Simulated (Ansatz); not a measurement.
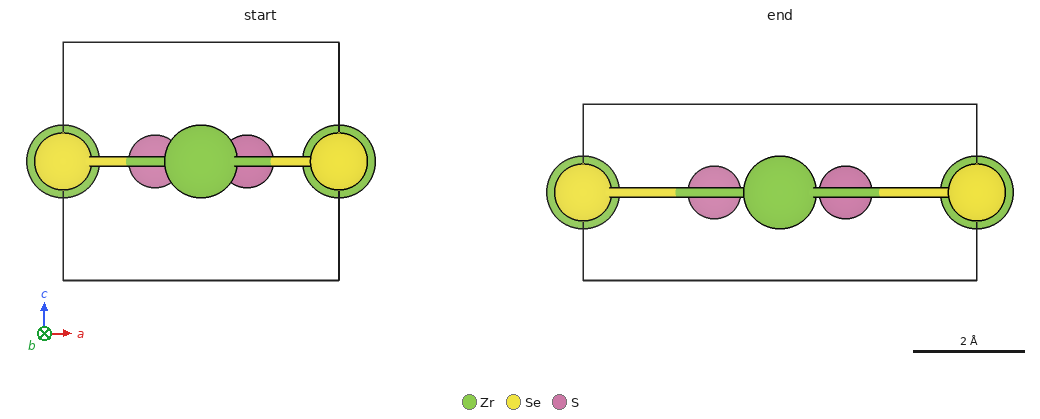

The structure of crystalline Zr3SeS2 (a generated structure, set up in P6/mmm) (coarse preliminary run) before (left) and after (right) a relaxation, at one scale.

Style: ball-and-stick. Shown: the cell of the calculation, along the b axis.

These are results of DFT PBE, scalar-relativistic, plane waves, PAW (Ansatz 0.2.0), not measurements.

Input file:
```yaml
crystal:
  lattice:
    - [5.78930133, 0.0, 0.0]
    - [-2.89465067, 5.01368203, 0.0]
    - [0.0, 0.0, 4.32831096]
  atoms:
    - { symbol: Zr, position: [0.5, 0.0, 0.5] }
    - { symbol: Zr, position: [0.0, 0.5, 0.5] }
    - { symbol: Zr, position: [0.5, 0.5, 0.5] }
    - { symbol: Se, position: [0.0, 0.0, 0.5] }
    - { symbol: S, position: [0.33333333, 0.66666667, 0.5] }
    - { symbol: S, position: [0.66666667, 0.33333333, 0.5] }
basis:
  ecutwfc: 420
kpoints:
  mp_grid: { grid: [3, 3, 4] }
hamiltonian:
  xc: pbe
scf:
  occupations: { method: gaussian, width: 0.1 }
  lower_state_search: "off"
output:
  forces: true
  stress: true
  eigenvalues: true
relax:
  adjacent_minimum: "off"
  f_tol: 0.04
  max_steps: 70
  cell: { stress_tol: 0.4 }
```

Run as
```bash
ansatz run input.yaml --threads 1 --pin off --max-ram 2560MiB --backend cpu --events-out ev --progress --plain --runs-dir out
```

What changed between the two?

After 15 accepted moves (17 points after the start) the energy has fallen by 48.041 eV per cell of the calculation. All forces vanish by symmetry, so only the cell relaxes. The pressure goes from 140.79 to −0.12 GPa. At 2 points the geometry stayed and the basis and grid were re-selected for the new cell (energy shift of 0.991 eV per cell of the calculation at most each time). No atom moves by more than 0.005 Å relative to the cell. The volume changes by +50.7 %, with a = b 5.789 → 8.264 Å (+42.8 %), c 4.328 → 3.201 Å (−26.0 %). Some distances before and after: Zr1–Zr2 2.895 → 4.132 Å, Zr1–Se4 2.895 → 4.132 Å, Zr1–Zr1 4.328 → 3.201 Å, Se4–Se4 4.328 → 3.201 Å. The space group stays P6/mmm (No. 191). The run took 80 s on 1 thread of Arm Neoverse V1, with other jobs on the host, peak memory 0.46 GiB.
